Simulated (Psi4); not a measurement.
# A Psi4 job on AlH3 (SMILES [AlH3])

Aim: the excited states of AlH3.

The results are computed with Psi4 1.11.

4 further runs of the same task are left out: 4 set aside as unsound or not needed.

### Step 1. The structure to begin with

AlH3: 4 atoms, total charge 0, spin state singlet. SMILES: `[AlH3]`. Geometry: relaxed at PBE0-D4/def2-TZVP.

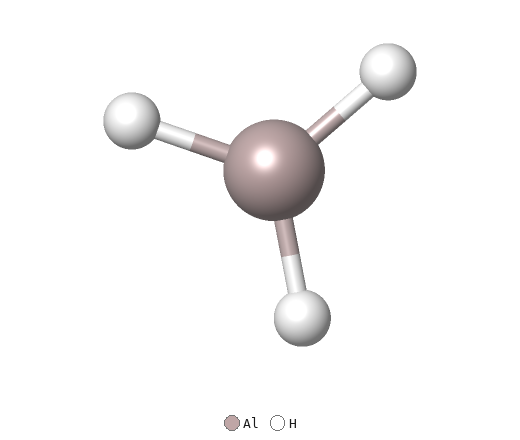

The structure, seen from a chosen angle (aluminium light grey, hydrogen white).

### Step 2. The run

Contents of calc.inp:

```
memory 1.6 GB

molecule {
  0 1
  Al     0.013700    -0.014800    -0.005100
  H      0.633200     0.670900     1.283600
  H     -1.340800    -0.832000     0.105100
  H      0.749400     0.115700    -1.403900
  symmetry c1
  no_reorient
  no_com
}

set {
  basis 6-311G(2df,2pd)
  scf_type disk_df
  save_jk true
  maxiter 4
  fail_on_maxiter false
}

from psi4.driver.procrouting.response.scf_response import tdscf_excitations
E, wfn = energy("revpbe", return_wfn=True)
states = tdscf_excitations(wfn, states=5, tda=False)
print_variables()
```

Launch:

```console
$ psi4 calc.inp calc.out -n 1
```

calc.out:

```text
Psi4 1.11 release

   => Loading Basis Set <=

    Name: 6-311G(2DF,2PD)
    Role: ORBITAL
    Keyword: BASIS

         ---------------------------------------------------------
                                   SCF
                              RKS Reference
                        1 Threads,   1525 MiB Core
         ---------------------------------------------------------

  ==> Geometry <==

    Molecular point group: c1
    Full point group: C1

    Geometry (in Angstrom), charge = 0, multiplicity = 1:

       Center              X                  Y                   Z               Mass
    ------------   -----------------  -----------------  -----------------  -----------------
         AL           0.013700000000    -0.014800000000    -0.005100000000    26.981538530000
         H            0.633200000000     0.670900000000     1.283600000000     1.007825032230
         H           -1.340800000000    -0.832000000000     0.105100000000     1.007825032230
         H            0.749400000000     0.115700000000    -1.403900000000     1.007825032230

  Running in c1 symmetry.

  Rotational constants: A =      4.42241  B =      4.41912  C =      2.21633 [cm^-1]
  Rotational constants: A = 132580.51004  B = 132481.85494  C =  66443.88918 [MHz]
  Nuclear repulsion =   13.592190814956911

[... 72 lines left out ...]
    Weights Tolerance      =       1.00E-15
[... 54 lines left out ...]
   @DF-RKS iter   1:  -244.09745213394626   -3.50045e-01   3.63864e-03 DIIS/ADIIS
[... 2 lines left out ...]
   @DF-RKS iter   4:  -244.14697276358675   -9.12580e-05   2.83254e-05 DIIS
[... 1 line left out ...]
PsiException: Could not converge SCF iterations in 4 iterations.
[... 1 line left out ...]
  Energy and/or wave function did not converge, but proceeding anyway.
[... 23 lines left out ...]
    Final Occupation by Irrep:
[... 10 lines left out ...]
    One-Electron Energy =                -365.7692933291428972
[... 2 lines left out ...]
    Empirical Dispersion Energy =           0.0000000000000000
[... 16 lines left out ...]
 Dipole X            :         -0.4159651            0.4155508           -0.0004144
[... 9 lines left out ...]
**********                               WARNING                                **********
[... 46 lines left out ...]
                                    Excitation Energy         Total Energy        Oscillator Strength             Rotatory Strength
[... 19 lines left out ...]
Excited State    3 (1 A):   0.29397 au   154.99 nm f = 0.0011
[... 23 lines left out ...]
**********                               WARNING                                **********
[... 6 lines left out ...]
  Variable Map:
  ----------------------------------------------------------------------------
  "CURRENT ENERGY"              =>    -244.146972763587
  "CURRENT REFERENCE ENERGY"    =>    -244.146972763587
  "DD SOLVATION ENERGY"         =>       0.000000000000
  "DFT FUNCTIONAL TOTAL ENERGY" =>    -244.146972763587
  "DFT TOTAL ENERGY"            =>    -244.146972763587
  "DFT VV10 ENERGY"             =>       0.000000000000
  "DFT XC ENERGY"               =>     -19.680535766287
  "GRID ELECTRONS ALPHA"        =>       7.999999775472
  "GRID ELECTRONS BETA"         =>       7.999999775472
  "GRID ELECTRONS TOTAL"        =>      15.999999550944
  "NUCLEAR REPULSION ENERGY"    =>      13.592190814957
  "ONE-ELECTRON ENERGY"         =>    -365.769293329143
  "PCM POLARIZATION ENERGY"     =>       0.000000000000
  "PE ENERGY"                   =>       0.000000000000
  "SCF ITERATION ENERGY"        =>    -244.146972763587
  "SCF ITERATIONS"              =>       4.000000000000
  "SCF TOTAL ENERGY"            =>    -244.146972763587
  "TWO-ELECTRON ENERGY"         =>     127.710665516886
  "XC GRID RADIAL POINTS"       =>      75.000000000000
  "XC GRID SPHERICAL POINTS"    =>     302.000000000000
  "XC GRID TOTAL POINTS"        =>   88219.000000000000

  Array Variable Map:
  ----------------------------------------------------------------------------
  "CURRENT DIPOLE"              =>      -0.000414366832 ... -0.000044062046 1 by 3
  "SCF DIPOLE"                  =>      -0.000414366832 ... -0.000044062046 1 by 3
  "SCF TOTAL ENERGIES"          =>    -243.747407278613 ... -244.146972763587 1 by 5

    Psi4 run time: 0:00:09.77
```

Wall time 11 s (1 thread of Intel Xeon Platinum 8488C (Sapphire Rapids), shared host); peak memory 0.4 GiB.

### Step 3. Diagnosis

The SCF stopped at its cap without converging, and the program went on all the same: the numbers that follow in the log rest on unconverged orbitals.

The telling line is `Energy and/or wave function did not converge, but proceeding anyway.`. The cause is that the iteration cap is too low for convergence. The sound input differs in these keys, not all of which need be the cause: iteration cap at its default in place of 4; fail on maxiter at its default in place of no.
